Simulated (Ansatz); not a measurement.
**CH8BN (SMILES [BH3-][NH2+]C) at r2SCAN/cc-pVDZ**

Aim: the electronic atomisation energy of CH8BN at r2SCAN/cc-pVDZ, from 5 runs. 

Program for the calculation: Ansatz 0.2.0.

64 further runs of the same task are left out: 2 that didn't finish, 62 set aside as unsound or not needed.

**1. Starting point**

The species is CH8BN (11 atoms), meant as a singlet with charge 0. As SMILES, `[BH3-][NH2+]C`. Geometry: relaxed at PBE0-D4/def2-TZVP.

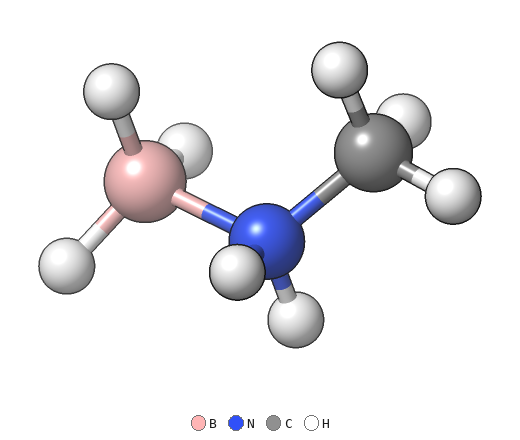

The structure, seen from a chosen angle (boron pink, nitrogen blue, carbon grey, hydrogen white).

**2. The energy at r2SCAN/cc-pVDZ**

input.yaml

```yaml
crystal:
  periodic: [false, false, false]
  atoms:
    - symbol: B
      position_ang: [-0.828400, 1.032000, -0.205100]
    - symbol: "N"
      position_ang: [-0.349500, -0.497500, 0.070800]
    - symbol: C
      position_ang: [1.107800, -0.661100, 0.155200]
    - symbol: H
      position_ang: [-2.040900, 0.991000, -0.245400]
    - symbol: H
      position_ang: [-0.325100, 1.341700, -1.265700]
    - symbol: H
      position_ang: [-0.402900, 1.677500, 0.731200]
    - symbol: H
      position_ang: [-0.783500, -0.815200, 0.932300]
    - symbol: H
      position_ang: [-0.721000, -1.084700, -0.669900]
    - symbol: H
      position_ang: [1.475700, -0.024100, 0.957600]
    - symbol: H
      position_ang: [1.543500, -0.317100, -0.781300]
    - symbol: H
      position_ang: [1.389800, -1.699400, 0.341100]
basis:
  gaussian:
    orbitals: cc-pVDZ
hamiltonian:
  xc: {name: r2SCAN}
accuracy: high
output:
  orbitals: {seedname: orbitals}
```

Launch:

```bash
$ ansatz run input.yaml --threads 1 --pin off --max-ram 3480MiB --events-out events.jsonl --progress --plain --runs-dir runs
```

Log:

```text
Warning: RAYON_NUM_THREADS=1 ignored (pool sized by the plan → 1); use --threads N
Functional definition: r2SCAN
  name "r2SCAN"
  parameter k0 = 0.174
  parameter k1 = 0.065
  parameter a1 = 4.9479
  exchange = r2scan_x(k0 = k0, k1 = k1, a1 = a1)
  correlation = r2scan_c
2051 factors; integrals over basis functions are off by at most 3.4e-9 eV
mean field evaluation 1: about -3325.5661 eV, gradient 4.8e1 eV
mean field evaluation 2: about -3322.7284 eV, gradient 6.0e1 eV
mean field evaluation 4: about -3331.6707 eV, gradient 2.2e0 eV
mean field evaluation 8: about -3331.6817 eV, gradient 4.0e-2 eV
mean field evaluation 16: about -3331.6817 eV, gradient 4.9e-7 eV
mean field -3331.68174343 eV, -122.4370457759 hartree, gradient 7.4e-8 eV, S^2 0.000000; 0 other end points of the search recorded, 0 dependent functions left out
reference -3331.68174418 eV, -122.4370458038 hartree; 13, 13 occupied and 69, 69 virtual orbitals, 2051 factors
Total energy: -3331.68174418 eV, -122.4370458038 hartree
```

Wall time 9.6 s (1 thread of Arm Neoverse V2, shared host); peak memory 0.27 GiB.

**3. The B atom**

input.yaml

```yaml
crystal:
  periodic: [false, false, false]
  atoms:
    - {symbol: B, position_ang: [0.000000, 0.000000, 0.000000]}
basis:
  gaussian: {orbitals: cc-pVDZ}
magnetization: {spin_polarized: true, initial_magnetization: 1}
hamiltonian: {xc: {name: r2SCAN}}
accuracy: high
```

Run the same way, it converges to -24.63416 Eh (log not shown).

**4. The C atom**

molecule.yaml

```yaml
crystal:
  periodic: [false, false, false]
  atoms:
    - symbol: C
      position_ang: [0.000000, 0.000000, 0.000000]
basis:
  gaussian:
    orbitals: cc-pVDZ
magnetization:
  spin_polarized: true
  initial_magnetization: 2
accuracy: high
hamiltonian:
  xc: r2scan
```

Run the same way, it converges to -37.82627 Eh (log not shown).

**5. The H atom, same level**

in.yaml

```yaml
crystal:
  periodic: [false, false, false]
  atoms:
    - symbol: H
      position_ang: [0.000000, 0.000000, 0.000000]
basis:
  gaussian:
    orbitals: cc-pVDZ
accuracy: high
hamiltonian:
  xc: {name: r2SCAN}
magnetization:
  spin_polarized: true
  initial_magnetization: 1
```

Run the same way, it converges to -0.49921 Eh (log not shown).

**6. The N atom, same level**

molecule.yaml

```yaml
crystal:
  periodic: [false, false, false]
  atoms:
    - {symbol: N, position_ang: [0.000000, 0.000000, 0.000000]}
basis:
  gaussian: {orbitals: cc-pVDZ}
magnetization: {spin_polarized: true, initial_magnetization: 3}
hamiltonian: {xc: r2scan}
accuracy: high
```

Launch:

```bash
$ ansatz run molecule.yaml --threads 1 --pin off --max-ram 3480MiB --events-out events.jsonl --progress --plain --runs-dir runs
```

Log, cut to the lines that bear on the results:

```text
Warning: RAYON_NUM_THREADS=1 ignored (pool sized by the plan → 1); use --threads N
[... 7 set-up lines as earlier in the session ...]
96 factors; integrals over basis functions are off by at most 1.2e-9 eV
mean field evaluation 1: about -1484.7450 eV, gradient 5.1e0 eV
mean field evaluation 2: about -1484.8267 eV, gradient 3.0e0 eV
mean field evaluation 4: about -1484.8702 eV, gradient 3.2e-2 eV
mean field evaluation 8: about -1484.8665 eV, gradient 7.9e-5 eV
mean field -1484.86650716 eV, -54.5678376594 hartree, gradient 2.9e-9 eV, S^2 3.752992; 0 other end points of the search recorded, 0 dependent functions left out
reference -1484.86650749 eV, -54.5678376716 hartree; 5, 2 occupied and 9, 12 virtual orbitals, 96 factors
Total energy: -1484.86650749 eV, -54.5678376716 hartree
```

Run time: 0.72 s. Hardware: 1 thread of Arm Neoverse V2, shared host; peak memory 0.093 GiB.

**7. Summary of results**

Level: r2SCAN/cc-pVDZ.

```
                     quantity          value
       molecule: total energy  -122.43705 Eh
        molecule: HOMO energy       -6.51 eV
        molecule: LUMO energy        0.61 eV
      molecule: HOMO–LUMO gap        7.12 eV
         B atom: total energy   -24.63416 Eh
                 B atom: ⟨S²⟩          0.756
         C atom: total energy   -37.82627 Eh
                 C atom: ⟨S²⟩          2.005
         H atom: total energy    -0.49921 Eh
                 H atom: ⟨S²⟩          0.750
         N atom: total energy   -54.56784 Eh
                 N atom: ⟨S²⟩          3.753
electronic atomisation energy      38.507 eV
```

What this shows: Taking the molecule apart into free atoms costs 38.51 eV (888 kcal/mol), before zero-point energy and without spin-orbit coupling.
